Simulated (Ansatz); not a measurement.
**BLYP/STO-3G run of N2O (SMILES N#[N+][O-])**

What is the electronic atomisation energy of N2O at BLYP/STO-3G? 

The calculation is run with Ansatz 0.2.0.

30 further runs of the same task are left out: 6 that didn't finish, 24 set aside as unsound or not needed.

## Step 1: The structure to begin with

N2O has 3 atoms, charge 0, and is taken as a singlet. SMILES: `N#[N+][O-]`. Geometry: relaxed at PBE0-D4/def2-TZVP.

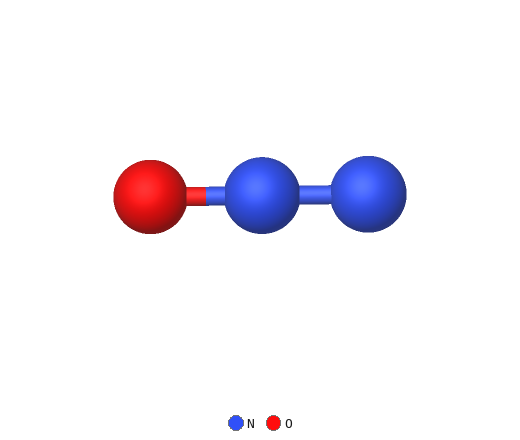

Viewed from a chosen angle; nitrogen blue, oxygen red.

## Step 2: A single-point energy at BLYP/STO-3G

Input file molecule.yaml:

```yaml
crystal:
  periodic: [false, false, false]
  atoms:
    - {symbol: "N", position_ang: [-0.511700, 1.001300, -0.167900]}
    - {symbol: N, position_ang: [-0.008400, 0.016500, -0.002800]}
    - {symbol: O, position_ang: [0.520100, -1.017800, 0.170700]}
basis:
  gaussian:
    orbitals: STO-3G
hamiltonian:
  xc: {name: BLYP}
accuracy: high
```

Launch:

```
$ ansatz run molecule.yaml --threads 1 --pin off --max-ram 2610MiB --events-out events.jsonl --progress --plain --runs-dir runs
```

Output:

```text
Warning: RAYON_NUM_THREADS=1 ignored (pool sized by the plan → 1); use --threads N
Functional definition: BLYP
  name "BLYP"
  parameter beta = 0.0042
  parameter a = 0.04918
  parameter b = 0.132
  parameter c = 0.2533
  parameter d = 0.349
  exchange = b88_x(beta = beta)
  correlation = lyp_c(a = a, b = b, c = c, d = d)
252 factors; integrals over basis functions are off by at most 2.3e-8 eV
mean field evaluation 1: about -4950.5855 eV, gradient 4.0e1 eV
mean field evaluation 2: about -4923.2345 eV, gradient 1.0e2 eV
mean field evaluation 4: about -4953.5892 eV, gradient 2.0e1 eV
mean field evaluation 8: about -4954.4717 eV, gradient 2.2e-1 eV
mean field evaluation 16: about -4954.4719 eV, gradient 2.9e-6 eV
mean field -4954.47188446 eV, -182.0734834921 hartree, gradient 1.5e-8 eV, S^2 0.000000; 0 other end points of the search recorded, 0 dependent functions left out
reference -4954.47190680 eV, -182.0734843131 hartree; 11, 11 occupied and 4, 4 virtual orbitals, 252 factors
Total energy: -4954.47190680 eV, -182.0734843131 hartree
```

It took 0.82 s on 1 thread of Intel Xeon Platinum 8375C at 2.90GHz (Ice Lake), shared host.

## Step 3: The N atom

Input file run.yaml:

```yaml
basis:
  gaussian: {orbitals: STO-3G}
crystal:
  periodic: [false, false, false]
  atoms:
    - {symbol: "N", position_ang: [0.000000, 0.000000, 0.000000]}
magnetization: {spin_polarized: true, initial_magnetization: 3}
hamiltonian: {xc: {name: BLYP}}
accuracy: high
```

Launch:

```
$ ansatz run run.yaml --threads 1 --pin off --max-ram 2610MiB --events-out events.jsonl --progress --plain --runs-dir runs
```

Output (excerpt; [...] marks lines left out):

```text
Warning: RAYON_NUM_THREADS=1 ignored (pool sized by the plan → 1); use --threads N
[... 9 set-up lines as earlier in the session ...]
15 factors; integrals over basis functions are off by at most 1.1e-9 eV
mean field evaluation 1: about -1465.6192 eV, gradient 1.8e-9 eV
mean field evaluation 2: about -1465.6191 eV, gradient 4.5e-10 eV
mean field -1465.61914257 eV, -53.8605100572 hartree, gradient 0.0e0 eV, S^2 3.750000; 0 other end points of the search recorded, 0 dependent functions left out
reference -1465.61916155 eV, -53.8605107546 hartree; 5, 2 occupied and 0, 3 virtual orbitals, 15 factors
Total energy: -1465.61916155 eV, -53.8605107546 hartree
```

It took 0.16 s on 1 thread of Intel Xeon Platinum 8375C at 2.90GHz (Ice Lake), shared host.

## Step 4: The O atom, same level

Input file run.yaml:

```yaml
basis:
  gaussian:
    orbitals: STO-3G
crystal:
  periodic: [false, false, false]
  atoms:
    - {symbol: O, position_ang: [0.000000, 0.000000, 0.000000]}
accuracy: high
hamiltonian:
  xc: {name: BLYP}
magnetization:
  spin_polarized: true
  initial_magnetization: 2
```

Run the same way, it converges to -74.00713 Eh (log not shown).

## Step 5: Outcome

Level: BLYP/STO-3G.

```
                     quantity          value
       molecule: total energy  -182.07348 Eh
         N atom: total energy   -53.86051 Eh
                 N atom: ⟨S²⟩          3.750
         O atom: total energy   -74.00713 Eh
                 O atom: ⟨S²⟩          2.000
electronic atomisation energy       9.397 eV
```

**Reading.** Taking the molecule apart into free atoms costs 9.40 eV (217 kcal/mol), before zero-point energy and without spin-orbit coupling. In a minimal basis such a difference can be off by several eV, whatever the method.
